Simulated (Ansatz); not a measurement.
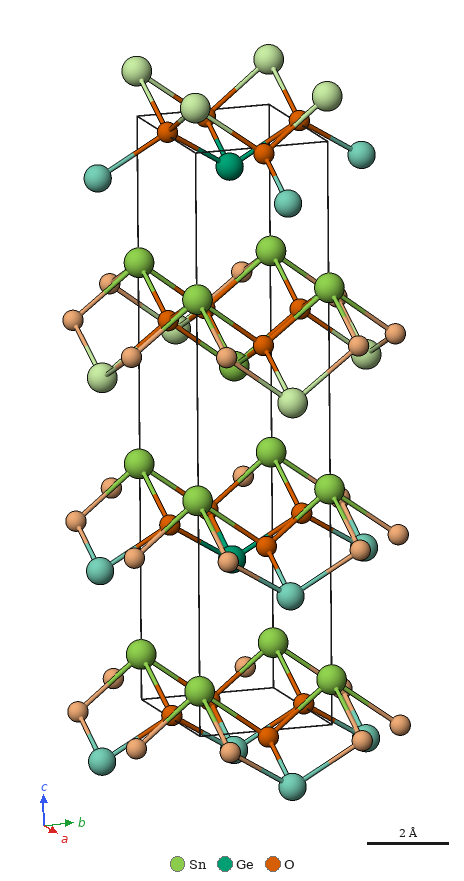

The figure gives a ball-and-stick picture of the atoms, viewed slightly off an axis. The edges of the conventional unit cell are marked. Bonded atoms from the next cells complete the picture, in fainter colours.

Sn$_{2}$GeO$_{3}$, space group Pm (No. 6), a = 4.150 Å, b = 3.516 Å, c = 14.910 Å, α = 90.00°, β = 91.21°, γ = 90.00°. The structure comes from a structure type filled with these elements by a generator (whether the compound takes this form wasn't checked). Earlier steps of the study, as a rule a relaxation of our own, may have changed the cell and positions, so they can lie some per cent off the listed ones. It was run through Ansatz as a DFT input.

This one geometry was computed with Ansatz (DFT, plane waves, PAW) at three levels of theory: LDA, r2SCAN and PBE.

Question: Which level gives the highest pressure at this volume, and what does that say about its equilibrium volume?

Answer: Highest: PBE (0.0 GPa), which points to the largest equilibrium volume. Lowest, with the smallest volume: LDA (-6.4 GPa). Levels within 0.5 GPa of each other can't be told apart.

Question: How does the band gap change with the level of theory?

Answer: PBE: a gap of 0.87 eV, indirect; LDA: a gap of 0.88 eV, indirect; r2SCAN: a gap of 1.11 eV, indirect.

Question: Collect the results in a table.

Answer:
| level | cutoff (eV) | k-mesh of the run's cell | gap (eV) | pressure (GPa) |
| --- | --- | --- | --- | --- |
| LDA | 420 | 8×8×2 | 0.88 | -6.4 |
| r2SCAN | 500 | 8×8×2 | 1.11 | -3.9 |
| PBE | 420 | 8×8×2 | 0.87 | 0.0 |

Gaps are taken on the k-mesh or band path of each run.
